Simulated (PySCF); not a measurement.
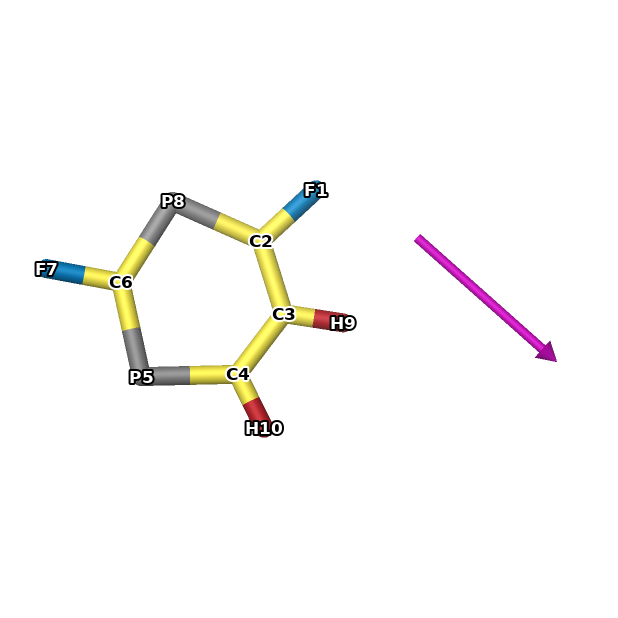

The arrow beside the molecule shows the direction of the dipole moment, from the negative to the positive end (its length means nothing). The computed structure is the end point of a GFN2-xTB optimisation. No frequency run is at hand to confirm it as a minimum. Level of theory: B3LYP/def2-SVPD, gas phase (PySCF 2.14.0).

How large is the dipole moment?

2.23 D; it points from the side of F7 to the side of H10 (the outermost atoms at the two ends).

The geometry is semi-empirical. Around P such bond lengths and angles can be off by a tenth of an ångström or more and by several degrees, and values that hang on the shape move with them.
